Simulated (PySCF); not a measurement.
## NMR shielding calculation, with input and output: C4H13BN2Si

- system: C4H13BN2Si
- method: GIAO PBE0/pcSseg-1 NMR shielding, non-relativistic, gas phase (PySCF 2.14.0)

The geometry comes from this level: GFN2-xTB. It belongs to a series of runs on one base structure; here: constitutional isomer. Figures and captions count atoms from 1; the log counts them from 0 in places.

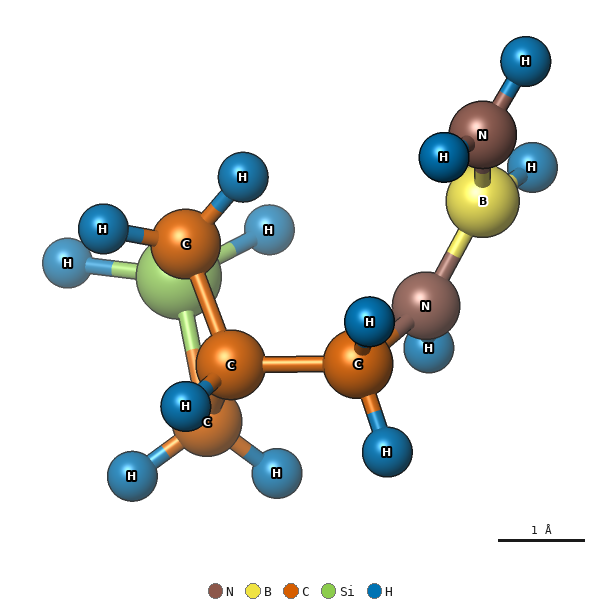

The input geometry (ball-and-stick view, seen at a tilt).

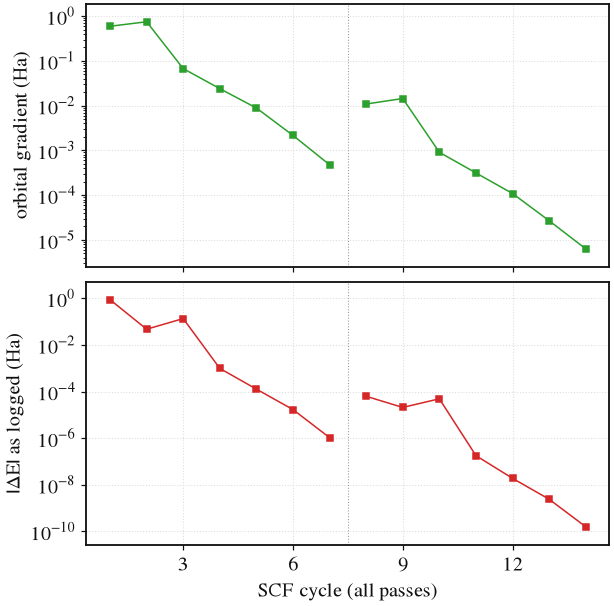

Convergence of the self-consistent field: orbital gradient and size of the energy change against the SCF cycle. The dotted line marks the change from a coarse to the final integration grid. The first 7 cycles use a coarse grid, the final grid takes over at cycle 8, and the field converges after 14 cycles in all.

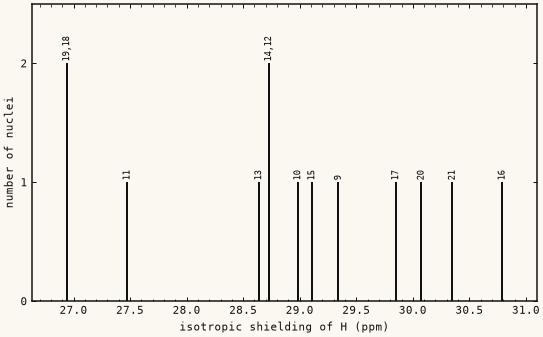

Isotropic shieldings of the hydrogen nuclei in this fixed geometry, labelled by atom number; shielding grows to the right, so chemical shift grows to the left. The least shielded is H19 (26.9 ppm), the most shielded H16 (30.8 ppm).

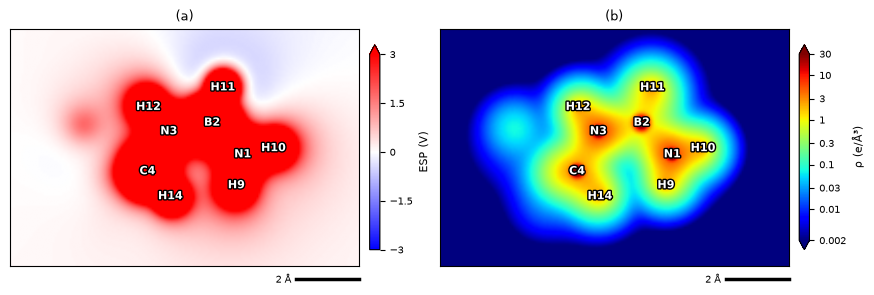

(a) electrostatic potential; (b) total electron density on the plane of atoms B2, N3 and H12. Atoms in the plane: N, B, C and H. B–N (1.40 Å): ρ at the midpoint is about 1.9 e/Å³. C–N (1.44 Å): ρ is about 1.9 e/Å³ halfway. N–H (1.00 Å): ρ is about 2.9 e/Å³ halfway, with its minimum of 2.3 e/Å³ about 0.8 Å from N.

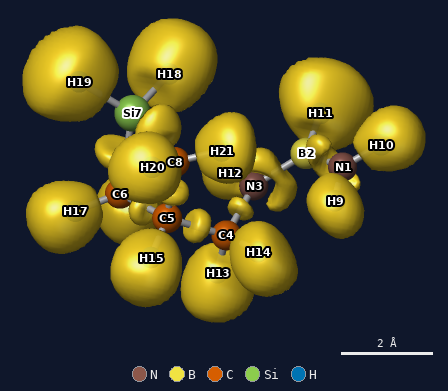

Isosurface of the electron localisation function at 0.85 (yellow), seen face on. Only the valence region is drawn (cores and ρ < 0.01 e/Å³ removed). Values along the shortest contacts:

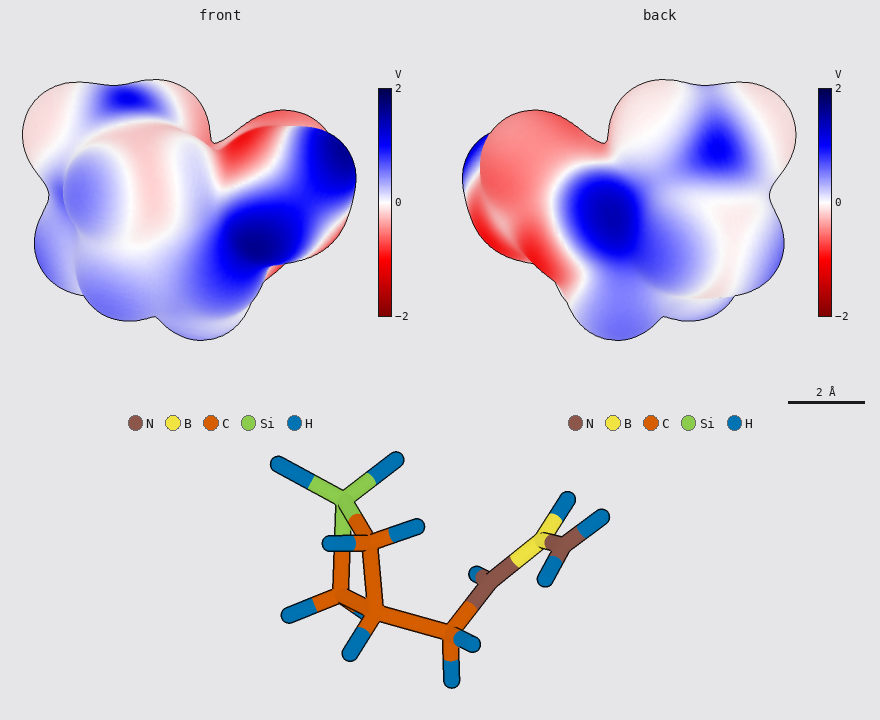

The molecular electrostatic potential painted on the density surface at 0.002 e/bohr³, seen at a tilt and from behind; red is negative and blue positive. The bare structure is drawn below in the same view. A positive charge is drawn to the negative regions and a negative charge to the positive ones.

The input that produced these results follows, with the program's output.

## Input file
```
{"job": {"kind": "nmr", "xc": "PBE0", "basis": "pcSseg-1"}, "charge": 0, "multiplicity": 1}
N      2.735393     0.800884    -0.657905
B      2.043197    -0.409035    -0.812670
N      1.080127    -0.855998     0.104600
C      0.589904    -0.215505     1.298985
C     -0.852594     0.286332     1.164358
C     -1.837019    -0.851683     0.813635
Si    -1.969002    -0.222529    -0.986289
C     -1.034956     1.175049    -0.085604
H      2.612353     1.428594     0.116648
H      3.449727     1.101798    -1.294188
H      2.282270    -1.080507    -1.746338
H      0.613689    -1.729141    -0.078630
H      0.641603    -0.915894     2.146208
H      1.238187     0.632030     1.534116
H     -1.117981     0.799456     2.093810
H     -1.441777    -1.847885     1.002913
H     -2.763474    -0.763999     1.379046
H     -1.226072    -0.971569    -1.997121
H     -3.322944     0.089648    -1.455676
H     -1.635942     2.057493     0.127649
H     -0.093609     1.509407    -0.513314
```

The first line tells a small driver script what to run in PySCF; the rest is the geometry in Å.

Launched with:
```bash
OMP_NUM_THREADS=1 python <driver script> task.json out
```

## What the program printed
```
coarse grid: 17240 points
cycle   1  E = -583.4965271365  dE =  8.768e-01  |g| = 5.932e-01  |ddm| = 3.965e+00
cycle   2  E = -583.4491674937  dE =  4.736e-02  |g| = 7.475e-01  |ddm| = 1.211e+00
cycle   3  E = -583.5845397127  dE = -1.354e-01  |g| = 6.717e-02  |ddm| = 7.442e-01
cycle   4  E = -583.5855270418  dE = -9.873e-04  |g| = 2.397e-02  |ddm| = 8.824e-02
cycle   5  E = -583.5856545709  dE = -1.275e-04  |g| = 8.858e-03  |ddm| = 2.704e-02
cycle   6  E = -583.5856714864  dE = -1.692e-05  |g| = 2.163e-03  |ddm| = 7.460e-03
cycle   7  E = -583.5856725442  dE = -1.058e-06  |g| = 4.771e-04  |ddm| = 2.141e-03
final grid: 159792 points
cycle   8  E = -583.6280732055  dE = -6.294e-05  |g| = 1.087e-02  |ddm| = 4.093e-02
cycle   9  E = -583.6280523602  dE =  2.085e-05  |g| = 1.442e-02  |ddm| = 2.159e-02
cycle  10  E = -583.6281013773  dE = -4.902e-05  |g| = 9.091e-04  |ddm| = 1.277e-02
cycle  11  E = -583.6281015564  dE = -1.791e-07  |g| = 3.141e-04  |ddm| = 1.120e-03
cycle  12  E = -583.6281015754  dE = -1.899e-08  |g| = 1.090e-04  |ddm| = 2.701e-04
cycle  13  E = -583.6281015778  dE = -2.412e-09  |g| = 2.690e-05  |ddm| = 9.275e-05
cycle  14  E = -583.6281015779  dE = -1.594e-10  |g| = 6.335e-06  |ddm| = 2.720e-05
converged SCF energy = -583.6281015779

GIAO shielding tensors (ppm)
atom      isotropic    diamagn.    paramagn.     s11        s22        s33       span
  0 N      199.328     317.735    -118.408    138.919    223.546    235.518     96.598
  1 B       77.597     196.247    -118.650     43.126     74.761    114.904     71.779
  2 N      186.228     323.224    -136.996    123.491    213.024    222.170     98.678
  3 C      135.460     244.029    -108.569    118.136    132.303    155.941     37.805
  4 C      147.535     252.137    -104.601    142.899    145.737    153.970     11.071
  5 C      173.061     254.629     -81.568    147.543    172.796    198.844     51.301
  6 Si     386.880     879.719    -492.838    347.691    388.617    424.332     76.642
  7 C      173.539     252.470     -78.931    150.476    172.718    197.423     46.948
  8 H       29.342      33.178      -3.836     22.954     29.138     35.933     12.979
  9 H       28.983      29.183      -0.200     23.600     25.073     38.277     14.677
 10 H       27.474      30.617      -3.143     25.141     27.515     29.766      4.625
 11 H       28.725      34.384      -5.659     21.966     29.040     35.170     13.203
 12 H       28.638      30.239      -1.602     23.032     27.502     35.379     12.347
 13 H       28.725      32.882      -4.157     23.734     29.458     32.981      9.247
 14 H       29.107      33.640      -4.532     25.501     27.173     34.647      9.146
 15 H       30.790      32.227      -1.437     26.457     29.121     36.792     10.335
 16 H       29.849      31.112      -1.263     26.553     26.912     36.082      9.529
 17 H       26.962      29.971      -3.009     23.618     26.437     30.830      7.211
 18 H       26.917      29.436      -2.518     23.705     24.360     32.687      8.982
 19 H       30.074      31.675      -1.601     26.842     27.190     36.191      9.349
 20 H       30.349      33.340      -2.990     25.108     30.216     35.723     10.615
```

## Results in brief

```csv
quantity,value
outcome,converged
total energy,−583.628102 hartree
HOMO,−6.52 eV
LUMO,0.53 eV
dipole moment,1.33 D
"isotropic shielding, N",186.2 to 199.3 ppm
"isotropic shielding, B",77.6 ppm
"isotropic shielding, C",135.5 to 173.5 ppm
"isotropic shielding, Si",386.9 ppm
"isotropic shielding, H",26.9 to 30.8 ppm
hardware,"1 CPU thread, shared host"
wall time,91 s
peak memory,0.95 GiB
```
